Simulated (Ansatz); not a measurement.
**CHSi (doublet): trial inputs and their diagnosis at distance Si1–C2 = 1.536 Å**

4 inputs are run for CHSi (doublet) as typed; the log has to tell whether the result can be used and what must change.

Computed with Ansatz 0.2.0, Gaussian basis. Level: the settings change from run to run.

26 further runs of the same task are left out: 6 for a known fault of the program, 3 for a mislabelled method, 12 that didn't finish, 5 set aside as unsound or not needed.

## 1. The geometry

The geometry derives from a PBE0/def2-TZVP stationary point (not a proven minimum). One bond is set to the value named and the two fragments are kept rigid.

3 atoms, charge 0, spin multiplicity 2.

Atoms are counted from 1 here; the program's logs count them from 0.

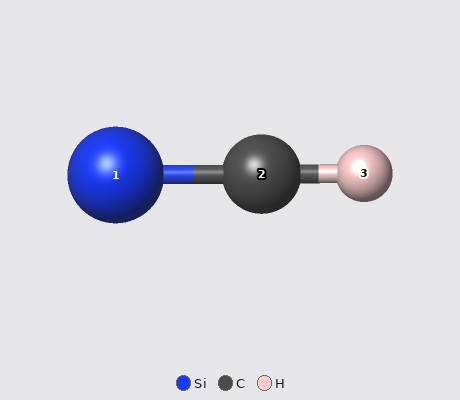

The structure; silicon blue, carbon dark grey, hydrogen pink; atoms are numbered from 1 in the order of the file.

## 2. Attempt 1

Input file in.yaml:

```yaml
crystal:
  periodic: [false, false, false]
  atoms:
    - {symbol: Si, position_ang: [0.000000, 0.000000, 1.383808]}
    - {symbol: C, position_ang: [0.000000, 0.000000, -0.152192]}
    - {symbol: H, position_ang: [0.000000, 0.000000, -1.231615]}
basis:
  gaussian: {orbitals: cc-pVDZ}
magnetization: {spin_polarized: false, initial_magnetization: 1}
correlation: {method: sc_nevpt2, electrons: outside_noble_gas, active_space: {window: {electrons: 1, orbitals: 2}}}
output: {forces: true}
```

Command:

```
$ ansatz run in.yaml --threads 1 --pin off --events-out ev --progress --plain --max-ram 2393MiB
```

What it wrote:

```text
Functional definition: HF
  name "HF"
  cite "Fock, Z. Phys. 61, 126 (1930) doi:10.1007/BF01340294"
  parent pbe
  exchange = exact_x
  correlation = 0
362 factors; integrals over basis functions are off by at most 1.1e-3 eV
mean field evaluation 1: about -8898.9031 eV, gradient 3.1e1 eV
mean field evaluation 2: about -8898.9070 eV, gradient 3.1e1 eV
mean field evaluation 4: about -8903.9963 eV, gradient 9.8e0 eV
mean field evaluation 8: about -8904.4406 eV, gradient 8.3e-4 eV
mean field evaluation 16: about -8902.6812 eV, gradient 1.8e-1 eV
mean field evaluation 32: about -8904.4406 eV, gradient 4.2e-4 eV
mean field -8904.44062216 eV, -327.2321572178 hartree, gradient 1.5e-6 eV, S^2 0.750000; 4 other end points of the search recorded, 0 dependent functions left out
reference -8904.44062216 eV, -327.2321572178 hartree; 11, 10 occupied and 26, 27 virtual orbitals, 362 factors
state -8904.44062216 eV, -327.2321572178 hartree
state -8904.44062216 eV, -327.2321572178 hartree; corrected -8909.37576670 eV, -327.4135204346 hartree
WARN: 1 active orbitals are nearly empty or full. The corrections depend on them more than the energy does, and are more stable in an active space without them
the calculation of the forces begins
Error: an active orbital is full or empty, and SC-NEVPT2 has no forces then: leave it out of the active space
```

Wall time 2.1 s (1 thread of Arm Neoverse N1, shared host).

Diagnosis: The run stopped with an error. It says: «an active orbital is full or empty, and SC-NEVPT2 has no forces then: leave it out of the active space». Cure: drop the forces, or choose an active space whose orbitals are all partly filled.

## 3. Attempt 2

Input file in.yaml:

```yaml
crystal:
  periodic: [false, false, false]
  atoms:
    - {symbol: Si, position_ang: [0.000000, 0.000000, 1.383808]}
    - {symbol: C, position_ang: [0.000000, 0.000000, -0.152192]}
    - {symbol: H, position_ang: [0.000000, 0.000000, -1.231615]}
basis:
  gaussian: {orbitals: def2-mTZVP, fitting: {mean_field: def2-universal-jkfit}}
magnetization: {spin_polarized: false, initial_magnetization: 1}
correlation: {active_space: {window: {electrons: 3, orbitals: 7}}}
frozen_core: true
```

Same command.

What it wrote:

```text
Error: YAML parse error: error: line 11 column 1: unknown field `frozen_core`, expected one of crystal, accuracy, basis, kpoints, hamiltonian, magnetization, projection, total_charge, correlation, batch, efield, external_charges, scf, relax, neb, saddle, md, ramp, phonons, dielectric, real_time, elastic, magnetic_configurations, gw, evaluate, workflow, output, checkpoint, execution
  --> <input>:11:1
   |
 9 | magnetization: {spin_polarized: false, initial_magnetization: 1}
10 | correlation: {active_space: {window: {electrons: 3, orbitals: 7}}…
11 | frozen_core: true
   | ^ unknown field `frozen_core`, expected one of crystal, accuracy, basis, kpoints, hamiltonian, magnetization, projection, total_charge, correlation, batch, efield, external_charges, scf, relax, neb, saddle, md, ramp, phonons, dielectric, real_time, elastic, magnetic_configurations, gw, evaluate, workflow, output, checkpoint, execution
```

Run time: 0.03 s. Hardware: 1 thread of Arm Neoverse N1, shared host.

**Diagnosis.** The run was refused. The input holds a key that the program doesn't read here. Cure: remove it or spell it as the reference does.

## 4. Attempt 3

Input file in.yaml:

```yaml
crystal:
  periodic: [false, false, false]
  atoms:
    - {symbol: Si, position_ang: [0.000000, 0.000000, 1.383808]}
    - {symbol: C, position_ang: [0.000000, 0.000000, -0.152192]}
    - {symbol: H, position_ang: [0.000000, 0.000000, -1.231615]}
basis:
  gaussian: {orbitals: x2c-TZVPPall, fitting: {mean_field: def2-universal-jkfit}}
magnetization: {spin_polarized: false, initial_magnetization: 1}
correlation: {active_space: {window: {electrons: 3, orbitals: 3}, states: [{multiplicity: 2, weights: [1, 1]}], root: 5}}
accuracy: high
```

Same command.

What it wrote:

```text
Error: the active space averages no state 5, counted from zero
```

Run time: 0.03 s. Hardware: 1 thread of Arm Neoverse N1, shared host.

What is wrong: The run was refused. The root asked for lies beyond the states averaged. Cure: average more states or name a lower root.

## 5. Attempt 4

Input file in.yaml:

```yaml
crystal:
  periodic: [false, false, false]
  atoms:
    - {symbol: Si, position_ang: [0.000000, 0.000000, 0.732311]}
    - {symbol: C, position_ang: [0.000000, 0.000000, -0.080540]}
    - {symbol: H, position_ang: [0.000000, 0.000000, -0.651771]}
basis:
  gaussian: {orbitals: 6-31G, fitting: {mean_field: def2-universal-jkfit}}
magnetization: {spin_polarized: false, initial_magnetization: 1}
hamiltonian: {xc: {name: r2SCAN}}
correlation: {method: ccsdt, electrons: valence}
scf: {lower_state_search: full}
```

Launched as before.

What it wrote, cut to the lines that bear on the results:

```text
Functional definition: r2SCAN
  name "r2SCAN"
  cite "Furness, Kaplan, Ning, Perdew & Sun, J. Phys. Chem. Lett. 11, 8208 (2020) doi:10.1021/acs.jpclett.0c02405"
  cite "Furness, Kaplan, Ning, Perdew & Sun, J. Phys. Chem. Lett. 11, 9248 (2020) doi:10.1021/acs.jpclett.0c03077"
  parent r2scan
[...]
221 factors; integrals over basis functions are off by at most 1.1e-3 eV
[...]
mean field -8842.04715410 eV, -324.9392395585 hartree, gradient 8.6e-7 eV, S^2 0.750000; 5 other end points of the search recorded, 0 dependent functions left out
[...]
6 core orbitals not correlated: weight in the atoms' cores, before any rotation towards them, 0.997 or more for the frozen orbitals, at most 0.001 for the correlated occupied ones
reference -8820.53526645 eV, -324.1486922684 hartree; 5, 4 occupied and 13, 14 virtual orbitals, 221 factors
second order -2.79931482 eV of doubles, -0.12071995 eV of singles
cycle   1  -3.05478643 eV  change   -1.4e-1 eV  update   6.2e-2
[...]
cycle  13  -3.27897158 eV  change   -4.9e-7 eV  update   6.7e-7
Total energy: -8823.81423803 eV, -324.2691922515 hartree
```

It took 7.5 s on 1 thread of Arm Neoverse N1, shared host.

What is wrong: The run converged, which proves nothing about the input. The coordinates are scaled by the bohr-ångström factor. The shortest distance is 0.57 Å, against 1.08 Å in the geometry of step 1. Its energy belongs to another geometry. Cure: restore the coordinates in ångström.

## 6. Summary

```
attempt                     level                ended                                                                                                   cause    time
      1       NEVPT2(1,2)/cc-pVDZ  stopped by an error  an active orbital is full or empty, and SC-NEVPT2 has no forces then: leave it out of the active space   2.1 s
      2    CASSCF(3,7)/def2-mTZVP              refused                                                the input holds a key that the program doesn't read here  0.03 s
      3  CASSCF(3,3)/x2c-TZVPPall              refused                                                      the root asked for lies beyond the states averaged  0.03 s
      4               CCSDT/6-31G            converged                                                  the coordinates are scaled by the bohr-ångström factor   7.5 s
```

1 stopped by an error, 2 refused, 1 converged. The input that converges on a wrong geometry or spin is the dangerous one: no error points at it, so geometry and ⟨S²⟩ have to be checked.
